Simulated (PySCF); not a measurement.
# C₆H₈N₂: excited states, first hyperpolarisability

Aim: compute the excited states, first hyperpolarisability of C₆H₈N₂ (`Nc1ccccc1N`).

Computed with PySCF 2.14.0 and routines of our own; the level stands in each step. Atoms count from 0.

### 1 The starting structure

16 atoms, charge 0, multiplicity 1; geometry from: GFN2-xTB.

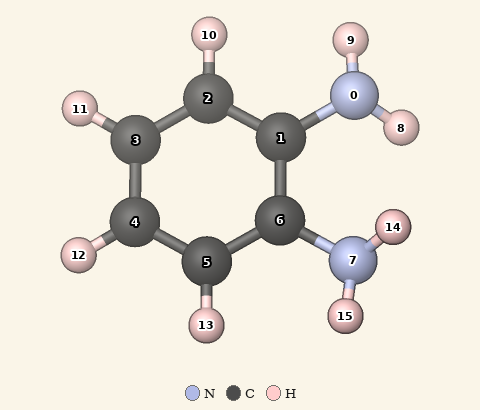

The starting geometry (nitrogen light blue, carbon dark grey, hydrogen pink).

### 2 Relaxing the molecule at PBE0-D3(BJ)/def2-SVP

What the job is given:

```
{"job": {"xc": "PBE0", "basis": "def2-SVP", "d3": "d3bj", "grid": 2, "kind": "geom"}, "charge": 0, "multiplicity": 1}
N     -1.554987     1.360409     0.756100
C     -0.412455     0.660034     0.355771
C      0.851254     1.222389     0.456697
C      1.973167     0.539433     0.017055
C      1.840345    -0.726040    -0.521344
C      0.582281    -1.291611    -0.646816
C     -0.551999    -0.611367    -0.229297
N     -1.821437    -1.192919    -0.312689
H     -2.257456     0.774542     1.185045
H     -1.343933     2.168923     1.323806
H      0.952578     2.207087     0.892495
H      2.947500     0.995508     0.107400
H      2.709536    -1.272786    -0.855481
H      0.471776    -2.276128    -1.080720
H     -2.550735    -0.537005    -0.555049
H     -1.843035    -2.011525    -0.904385
```

On the command line:

```console
> OMP_NUM_THREADS=1 python excited_run.py task.json out
```

This one command runs all jobs of the session in turn.

The log of the run:

```text
step   0  E = -342.33252949  max force = 0.010606
step   1  E = -342.33426073  max force = 0.002963
step   2  E = -342.33433142  max force = 0.001929
step   3  E = -342.33435137  max force = 0.001230
step   4  E = -342.33437907  max force = 0.000554
step   5  E = -342.33437654  max force = 0.000707
step   6  E = -342.33438342  max force = 0.000143
optimisation converged
```

Wall time 38 s (1 thread of AMD EPYC 9R45, shared host); peak memory 0.74 GiB.

The steps of the relaxation:

| step | energy from step 0 (eV) | largest force component (eV/Å) |
| --- | --- | --- |
| 0 | 0.0000 | 0.5454 |
| 1 | -0.0471 | 0.1524 |
| 2 | -0.0490 | 0.0992 |
| 3 | -0.0496 | 0.0632 |
| 4 | -0.0503 | 0.0285 |
| 5 | -0.0503 | 0.0364 |
| 6 | -0.0504 | 0.0074 |

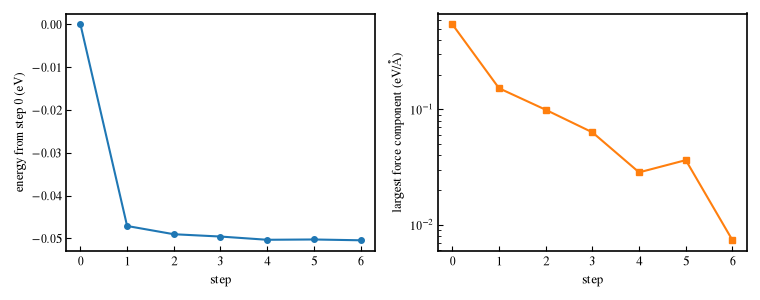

Energy and largest force along the relaxation.

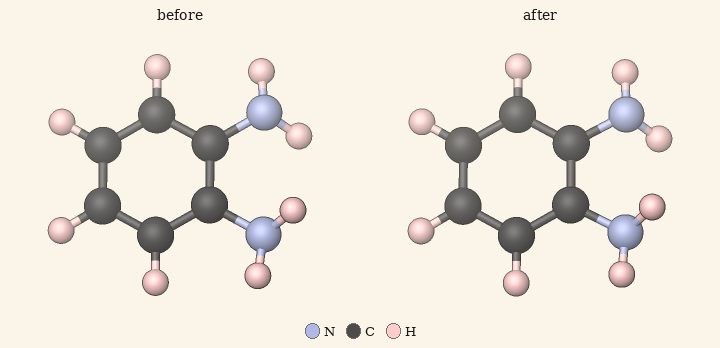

The geometry before (left) and after (right).

Distances of close pairs at the start and the end, largest changes first:

| bond | before (Å) | after (Å) | change (Å) |
| --- | --- | --- | --- |
| C3–H11 | 1.080 | 1.092 | +0.013 |
| C5–H13 | 1.082 | 1.094 | +0.012 |
| C2–H10 | 1.082 | 1.094 | +0.012 |
| C4–H12 | 1.080 | 1.092 | +0.012 |
| C2–C3 | 1.385 | 1.396 | +0.011 |
| C4–C5 | 1.385 | 1.396 | +0.011 |
| C3–C4 | 1.382 | 1.391 | +0.009 |
| C1–C6 | 1.406 | 1.416 | +0.009 |

The final coordinates are the input of the step that follows.

| at the end point | value |
| --- | --- |
| point group (found at 0.08 Å tolerance) | C2 |
| rotational constants (GHz, main isotopes) | 3.364, 2.215, 1.341 |
| dipole moment (D) | 1.73 |

### 3 Excited states: TDA wB97X-D/def2-TZVP

What the job is given:

```
{"job": {"kind": "states", "xc": "wB97X-D", "basis": "def2-TZVP", "tda": true, "soc": true, "nstates": 6, "ntriplets": 5, "nquad": 4}, "charge": 0, "multiplicity": 1}
N     -1.648751     1.303185     0.733534
C     -0.484927     0.650158     0.325941
C      0.787512     1.211334     0.436471
C      1.917872     0.524993    -0.010785
C      1.780671    -0.741927    -0.568473
C      0.510925    -1.306530    -0.701432
C     -0.628372    -0.623486    -0.275116
N     -1.916915    -1.152004    -0.361050
H     -2.292222     0.679515     1.216508
H     -1.478265     2.136358     1.284773
H      0.891806     2.199010     0.895310
H      2.904442     0.982710     0.089356
H      2.657884    -1.293968    -0.912877
H      0.395247    -2.293593    -1.158848
H     -2.597597    -0.461656    -0.671455
H     -1.977449    -1.991460    -0.925627
```

With the program's defaults for keys left out, this is: TDA wB97X-D/def2-TZVP excited states, vertical, gas phase, spin-orbit mean-field couplings.

The log of the run:

```text
coarse grid: 13600 points
cycle   1  E = -342.9373304120  dE =  1.656e+00  |g| = 4.294e-01  |ddm| = 3.397e+00
cycle   2  E = -342.9661756861  dE = -2.885e-02  |g| = 3.285e-01  |ddm| = 1.068e+00
cycle   3  E = -342.9884556870  dE = -2.228e-02  |g| = 5.091e-02  |ddm| = 4.749e-01
cycle   4  E = -342.9889772504  dE = -5.216e-04  |g| = 2.935e-02  |ddm| = 1.810e-01
cycle   5  E = -342.9891926141  dE = -2.154e-04  |g| = 5.312e-03  |ddm| = 5.974e-02
cycle   6  E = -342.9892013275  dE = -8.713e-06  |g| = 2.117e-03  |ddm| = 2.966e-02
final grid: 132208 points
cycle   7  E = -342.9676973700  dE = -2.119e-04  |g| = 8.370e-03  |ddm| = 3.082e-01
cycle   8  E = -342.9676982363  dE = -8.663e-07  |g| = 8.422e-03  |ddm| = 2.730e-02
cycle   9  E = -342.9677119480  dE = -1.371e-05  |g| = 8.078e-04  |ddm| = 6.364e-03
cycle  10  E = -342.9677121059  dE = -1.579e-07  |g| = 4.814e-04  |ddm| = 2.314e-03
cycle  11  E = -342.9677121703  dE = -6.447e-08  |g| = 9.142e-05  |ddm| = 8.603e-04
cycle  12  E = -342.9677121741  dE = -3.727e-09  |g| = 4.888e-05  |ddm| = 3.304e-04
cycle  13  E = -342.9677121752  dE = -1.183e-09  |g| = 1.161e-05  |ddm| = 2.357e-04
cycle  14  E = -342.9677121754  dE = -1.513e-10  |g| = 3.613e-06  |ddm| = 1.031e-04
converged SCF energy = -342.9677121754

Singlet excitations
state   eV       nm        f     d(h-e)  d(exc)  Lambda  PR(NTO)  |dmu|/D   mu/D   main configurations
  1   4.9651   249.7   0.06314   0.497   2.913   0.693   1.597    1.267    2.679   H->L 0.75, H-1->L+1 0.23
  2   5.7592   215.3   0.06915   0.495   2.995   0.814   1.711    1.231    2.643   H->L+1 0.71, H-1->L 0.25
  3   5.9231   209.3   0.00881   1.219   3.441   0.438   1.101    5.207    3.795   H->L+2 0.90
  4   6.5541   189.2   0.05414   0.812   3.470   0.364   1.780    3.761    2.349   H->L+3 0.63, H-1->L+2 0.18, H-1->L+1 0.09
  5   6.7776   182.9   0.39702   0.680   3.095   0.755   1.914                     H-1->L 0.62, H->L+1 0.21
  6   6.9438   178.6   0.05125   0.985   3.756   0.391   1.253                     H->L+4 0.84

Triplet excitations (Tamm-Dancoff)
state   eV     d(h-e)  d(exc)  Lambda  PR(NTO)   main configurations
  1   3.8987   0.276   2.664   0.817   1.567   H->L+1 0.73, H-1->L 0.20
  2   3.9789   0.578   2.857   0.696   1.031   H->L 0.97
  3   4.5803   0.157   2.750   0.803   1.535   H-1->L 0.75, H->L+1 0.21
  4   5.2482   0.248   2.760   0.689   1.035   H-1->L+1 0.95
  5   5.7636   1.341   3.382   0.438   1.114   H->L+2 0.88
S1 - T1 = 1.0664 eV

Spin-orbit couplings |<S|Hso|T>| (cm-1)
             T1       T2       T3       T4       T5
S0        0.105    0.415    0.609    0.031    8.141
S1        0.291    0.027    0.196    0.002    1.540
S2        0.043    0.693    0.029    0.108    0.204
S3        0.255    1.597    0.078    0.385    0.087
S4        0.994    0.633    1.405    0.324    0.911
S5        0.740    0.393    0.289    0.949    0.838
S6        2.161    0.509    0.790    0.415    0.920
T1 sublevels (cm-1): 0.000 0.000 0.000   radiative rates (1/s): 0.00104 0.0433 0.41
```

Run time: 36 s. Hardware: 1 thread of AMD EPYC 9R45, shared host; peak memory 1.1 GiB.

Key values:

| quantity | value |
| --- | --- |
| S1 less T1 | 1.07 eV |

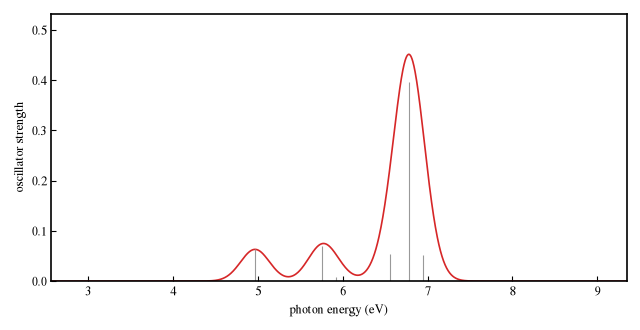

Absorption lines of the singlets. Lines are broadened to a width of 0.40 eV (Gaussian).

### 4 Excited states: TDDFT CAM-B3LYP/aug-cc-pVDZ

Settings changed since step 3:

```diff
@@ -1,2 +1,2 @@
-{"job": {"kind": "states", "xc": "wB97X-D", "basis": "def2-TZVP", "tda": true, "soc": true, "nstates": 6, "ntriplets": 5, "nquad": 4}, "charge": 0, "multiplicity": 1}
+{"job": {"kind": "states", "xc": "CAM-B3LYP", "basis": "aug-cc-pVDZ", "tpa": true, "nstates": 8, "nquad": 6, "ntriplets": 0}, "charge": 0, "multiplicity": 1}
 N     -1.648751     1.303185     0.733534
```

With the program's defaults for keys left out, this is: TDDFT CAM-B3LYP/aug-cc-pVDZ excited states, vertical, gas phase, two-photon moments by quadratic response.

The log of the run:

```text
coarse grid: 13600 points
cycle   1  E = -342.7460489444  dE =  1.631e+00  |g| = 4.237e-01  |ddm| = 6.254e+01
cycle   2  E = -342.7654288438  dE = -1.938e-02  |g| = 3.690e-01  |ddm| = 6.024e+00
cycle   3  E = -342.7970065205  dE = -3.158e-02  |g| = 5.386e-02  |ddm| = 2.667e+00
cycle   4  E = -342.7974957633  dE = -4.892e-04  |g| = 3.494e-02  |ddm| = 4.990e-01
cycle   5  E = -342.7978162679  dE = -3.205e-04  |g| = 5.590e-03  |ddm| = 2.487e-01
cycle   6  E = -342.7978241317  dE = -7.864e-06  |g| = 2.480e-03  |ddm| = 4.260e-02
final grid: 132208 points
cycle   7  E = -342.8226728662  dE = -1.974e-05  |g| = 5.614e-03  |ddm| = 4.202e-01
cycle   8  E = -342.8226701929  dE =  2.673e-06  |g| = 6.754e-03  |ddm| = 6.061e-02
cycle   9  E = -342.8226800024  dE = -9.809e-06  |g| = 5.628e-04  |ddm| = 2.253e-02
cycle  10  E = -342.8226800853  dE = -8.293e-08  |g| = 1.966e-04  |ddm| = 5.786e-03
cycle  11  E = -342.8226800970  dE = -1.173e-08  |g| = 6.225e-05  |ddm| = 3.184e-03
cycle  12  E = -342.8226800983  dE = -1.280e-09  |g| = 2.018e-05  |ddm| = 6.035e-04
cycle  13  E = -342.8226800986  dE = -2.599e-10  |g| = 5.202e-06  |ddm| = 1.837e-04
converged SCF energy = -342.8226800986

Singlet excitations
state   eV       nm        f     d(h-e)  d(exc)  Lambda  PR(NTO)  |dmu|/D   mu/D   delta(TPA)   sigma/GM   main configurations
  1   4.5925   270.0   0.01475   1.754   4.434   0.266   1.047    7.737    6.455      151.59      1.171   H->L 0.90
  2   4.7363   261.8   0.07516   0.381   3.176   0.477   1.462    0.922    2.204       33.66      0.277   H->L+3 0.53, H->L+4 0.15, H-1->L+7 0.12
  3   5.1079   242.7   0.00125   0.945   4.651   0.235   1.319    4.613    3.331       82.05      0.784   H->L+1 0.72, H-1->L 0.10
  4   5.2939   234.2   0.00109   1.646   5.098   0.216   1.034    6.595    7.877      158.47      1.627   H->L+2 0.91
  5   5.4573   227.2   0.04887   0.638   3.127   0.707   1.842    1.872    3.155       52.79      0.576   H->L+7 0.71, H-1->L+3 0.17
  6   5.7462   215.8   0.00080   0.935   5.060   0.255   1.737    3.463    2.181       78.16      0.945   H-1->L 0.65, H->L+1 0.13, H->L+3 0.08
  7   5.8141   213.2   0.01522   0.997   4.801   0.400   1.515                                            H->L+6 0.32, H->L+3 0.27, H->L+4 0.15
  8   5.8555   211.7   0.01231   0.019   4.976   0.188   1.563                                            H->L+5 0.61, H-1->L+1 0.19, H->L+8 0.09
```

Wall time 38 s (1 thread of AMD EPYC 9R45, shared host); peak memory 1.1 GiB.

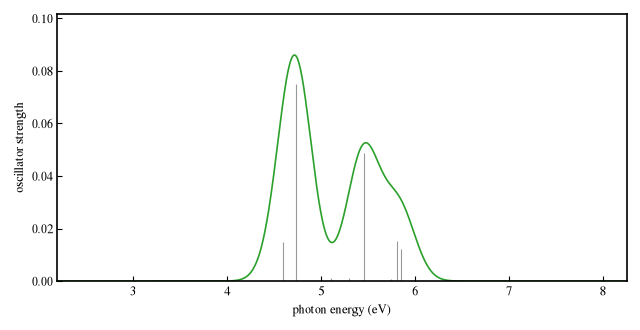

Absorption lines of the singlets. Lines are broadened to a width of 0.40 eV (Gaussian).

### 5 First hyperpolarisability: quadratic response CAM-B3LYP/aug-cc-pVDZ

Settings changed since step 4:

```diff
@@ -1,2 +1,2 @@
-{"job": {"kind": "states", "xc": "CAM-B3LYP", "basis": "aug-cc-pVDZ", "tpa": true, "nstates": 8, "nquad": 6, "ntriplets": 0}, "charge": 0, "multiplicity": 1}
+{"job": {"kind": "beta", "xc": "CAM-B3LYP", "basis": "aug-cc-pVDZ"}, "charge": 0, "multiplicity": 1}
 N     -1.648751     1.303185     0.733534
```

Method: quadratic response CAM-B3LYP/aug-cc-pVDZ first hyperpolarisability, Taylor convention, gas phase.

The log of the run:

```text
coarse grid: 13600 points
cycle   1  E = -342.7460489444  dE =  1.631e+00  |g| = 4.237e-01  |ddm| = 6.254e+01
cycle   2  E = -342.7654288438  dE = -1.938e-02  |g| = 3.690e-01  |ddm| = 6.024e+00
cycle   3  E = -342.7970065205  dE = -3.158e-02  |g| = 5.386e-02  |ddm| = 2.667e+00
cycle   4  E = -342.7974957633  dE = -4.892e-04  |g| = 3.494e-02  |ddm| = 4.990e-01
cycle   5  E = -342.7978162679  dE = -3.205e-04  |g| = 5.590e-03  |ddm| = 2.487e-01
cycle   6  E = -342.7978241317  dE = -7.864e-06  |g| = 2.480e-03  |ddm| = 4.260e-02
final grid: 132208 points
cycle   7  E = -342.8226728662  dE = -1.974e-05  |g| = 5.614e-03  |ddm| = 4.202e-01
cycle   8  E = -342.8226701929  dE =  2.673e-06  |g| = 6.754e-03  |ddm| = 6.061e-02
cycle   9  E = -342.8226800024  dE = -9.809e-06  |g| = 5.628e-04  |ddm| = 2.253e-02
cycle  10  E = -342.8226800853  dE = -8.293e-08  |g| = 1.966e-04  |ddm| = 5.786e-03
cycle  11  E = -342.8226800970  dE = -1.173e-08  |g| = 6.225e-05  |ddm| = 3.184e-03
cycle  12  E = -342.8226800983  dE = -1.280e-09  |g| = 2.018e-05  |ddm| = 6.035e-04
cycle  13  E = -342.8226800986  dE = -2.599e-10  |g| = 5.202e-06  |ddm| = 1.837e-04
converged SCF energy = -342.8226800986

Lowest singlets (eV, f): 4.5925 0.0147  4.7363 0.0751  5.1079 0.0012

First hyperpolarisability (au)
process     nm      |vector|   parallel      HRS      DR
static         -      306.36     183.82     119.84   6.216
shg       1907.0      323.35     194.01     127.04    6.18
eope      1907.0      311.87     187.12          -       -
shg       1064.0      366.34      219.8     146.12   5.968
eope      1064.0      324.61     194.76          -       -
```

Run time: 30 s. Hardware: 1 thread of AMD EPYC 9R45, shared host; peak memory 1.1 GiB.

### 6 Summary of results

```
                                                   quantity                                                value
                                                point group                                                   C2
                       rotational constants (main isotopes)                                 3.36, 2.22, 1.34 GHz
                 S1 less T1 (step 3, TDA wB97X-D/def2-TZVP)                                              1.07 eV
β vector (step 5, quadratic response CAM-B3LYP/aug-cc-pVDZ)  static 306, SHG 1907.0 nm 323, SHG 1064.0 nm 366 au
```

Over 6 steps the energy fell by 0.050 eV; of the close pairs, C3–H11 changed most, 1.080 to 1.092 Å. In step 3, the number of triplets below S1 is 3, and the largest singlet-triplet spin-orbit coupling is S0–T5, 8.14 cm⁻¹. β grows from 306 au (static) to 366 au for doubling at 1064.0 nm: normal dispersion, which grows as twice the photon energy moves toward the bright states.
